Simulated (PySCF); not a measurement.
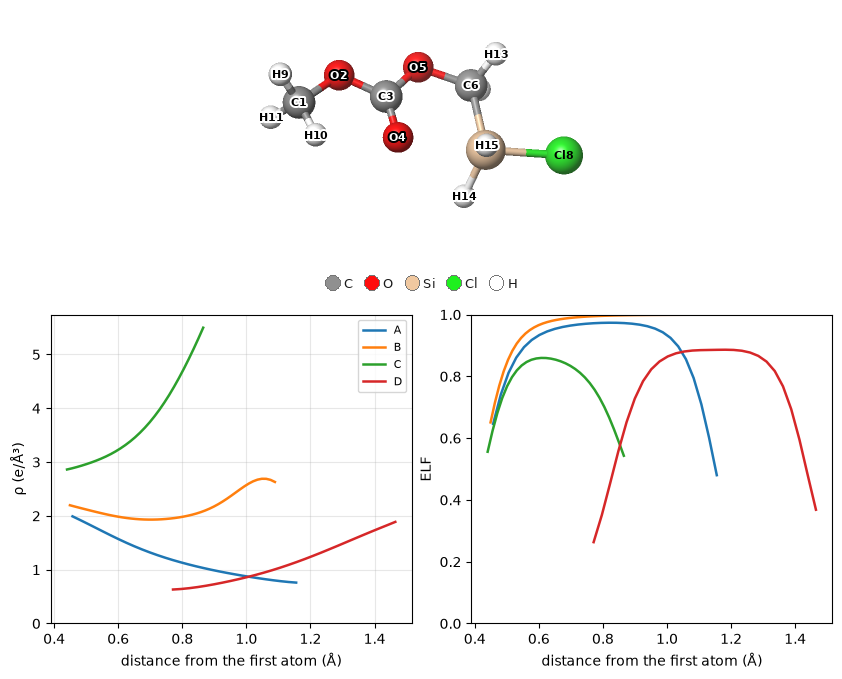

The picture shows: C3H7ClO3Si. Electron density and electron localisation function along straight lines between neighbouring atoms. The curves leave out the atomic cores. The structure is drawn too.

Geometry: GFN2-xTB.

Method: PySCF, PBE0/pcSseg-1, SCF density, gas phase, non-relativistic.

Input file:

```
{"job": {"kind": "nmr", "xc": "PBE0", "basis": "pcSseg-1"}, "charge": 0, "multiplicity": 1}
C     -2.864063    -0.249854    -0.699955
O     -1.982373     0.213295     0.321524
C     -0.683899     0.122589     0.103829
O     -0.181870    -0.339685    -0.900547
O     -0.017074     0.594326     1.121496
C      1.412006     0.549732     1.025816
Si     2.098642    -0.236406    -0.592235
Cl     4.102704    -0.068278    -0.165856
H     -3.592034    -0.906194    -0.225410
H     -2.308231    -0.786842    -1.468986
H     -3.369793     0.612127    -1.136308
H      1.758222     1.580601     1.135252
H      1.757353    -0.000211     1.904583
H      1.952718     0.599073    -1.773809
H      1.913279    -1.676285    -0.682618
```

Launched as:

```sh
OMP_NUM_THREADS=1 python probes_run.py task.json out
```

**Which curve belongs to which contact (C–H, C–O, C–Si and Si–Cl)? The first atom named is at distance zero.**

Curve A: C–Si (1.93 Å): ρ at the midpoint is about 0.91 e/Å³; the ELF peaks at about 1 between the atoms; a shared electron pair. Curve B: C–H (1.09 Å): the density is about 2.1 e/Å³ at the midpoint; the ELF climbs to about 1 towards the hydrogen, as it does in any bond to H (an ordinary covalent bond to hydrogen). Curve C: C–O (1.21 Å): ρ at the midpoint is about 3.3 e/Å³; the ELF peaks at about 0.85 between the atoms; a short, multiple covalent bond. Curve D: Si–Cl (2.06 Å): ρ is about 0.9 e/Å³ halfway; the ELF peaks at about 0.90 between the atoms; a shared but strongly polarised pair.
